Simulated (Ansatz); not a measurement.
# Br2H2OSn: rigid torsion scan

Wanted for Br2H2OSn: a rigid torsion scan.

Computed with Ansatz 0.2.0 through its Python package. Level of theory: r2SCAN0/def2-SVP.

## Step 1: The system

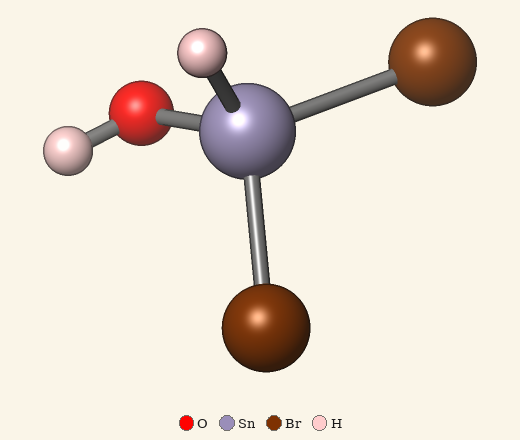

The starting structure, viewed from a chosen angle; oxygen red, tin purple, bromine brown, hydrogen pink.

The script holds or builds the structure itself.

## Step 2: Script

The input, run_torsion.py:

```python
"""Rigid torsion scan of Br2H2OSn."""

import warnings

import ansatz as az
from ase import Atoms

config = {
    "basis_set": "def2-SVP",
    "xc": "r2scan0",
    "fmax": 0.02,
}


def main() -> None:
    warnings.simplefilter("ignore", az.DeckWarning)

    atoms = Atoms(["O", "Sn", "Br", "Br", "H", "H"], positions=[
        (0.4531, 0.9823, -1.2277),
        (0.083, -0.1973, 0.2863),
        (1.8104, -1.9987, 0.2833),
        (-2.1196, -1.2301, 0.0584),
        (-0.3536, 1.6539, -1.229),
        (0.1687, 0.7258, 1.7826),
    ])

    # relax first, so that the scan starts from a minimum
    first = (
        az.Crystal.molecule_from_ase(atoms).calculation()
        .basis(gaussian=config["basis_set"])
        .functional(config["xc"])
        .relax(force_tolerance=config["fmax"], max_steps=80)
    )
    atoms.positions = first.run(threads=1, backend="cpu").report["positions_ang"]

    start = atoms.get_dihedral(2, 1, 0, 4)
    energies = {}
    for turn in range(0, 360, 40):
        turned = atoms.copy()
        turned.set_dihedral(2, 1, 0, 4, start + turn, indices=[0, 4])
        job = (
            az.Crystal.molecule_from_ase(turned).calculation()
            .basis(gaussian=config["basis_set"])
            .functional(config["xc"])
        )
        energies[round((start + turn) % 360)] = job.run(threads=1, backend="cpu").report["free_energy_ev"]
    floor = min(energies.values())
    print("dihedral Br2-Sn1-O0-H4 (deg)   E - E(min) (kcal/mol)")
    for angle, e in sorted(energies.items()):
        print(f"{angle:8d} {23.060548 * (e - floor):14.3f}  " + "#" * int(30 * (e - floor) / max(max(energies.values()) - floor, 1e-9)))


if __name__ == "__main__":
    main()
```

## Step 3: The input behind the calls

The engine receives this input (first run):

```yaml
crystal:
  periodic: [false, false, false]
  atoms:
    - { symbol: O, position_ang: [0.4531, 0.9823, -1.2277] }
    - { symbol: Sn, position_ang: [0.083, -0.1973, 0.2863] }
    - { symbol: Br, position_ang: [1.8104, -1.9987, 0.2833] }
    - { symbol: Br, position_ang: [-2.1196, -1.2301, 0.0584] }
    - { symbol: H, position_ang: [-0.3536, 1.6539, -1.229] }
    - { symbol: H, position_ang: [0.1687, 0.7258, 1.7826] }
basis:
  gaussian:
    orbitals: def2-SVP
hamiltonian:
  xc: r2scan0
relax:
  f_tol: 0.02
  max_steps: 80
```

## Step 4: The run

Launch:

```
> python run_torsion.py
```

**Question.** What results will this script give? Wanted: range of energy; lowest point, turn.

The runs gave:

```
              quantity     value
         runs compared         9
       range of energy  0.134 eV
lowest point, turn (°)         0
```

**Reading.** The lowest point lies at a turn of 0°, the highest 0.134 eV (13.0 kJ/mol) above it at 160°. The grid can miss the true lowest and highest points, and the rest of the molecule is held rigid. Run 0: The relaxation took 12 moves; the largest shift is 0.900 Å, of atom 5 (H). So large a move can change the bonding: the results belong to the relaxed structure. The scan is rigid and the energies are electronic, in a modest basis. With rigid groups the curve can differ much from the relaxed path, the start wasn't checked as a minimum of this torsion, and equivalent turns needn't return to the same energy. def2 sets replace the cores of elements past krypton by effective core potentials.
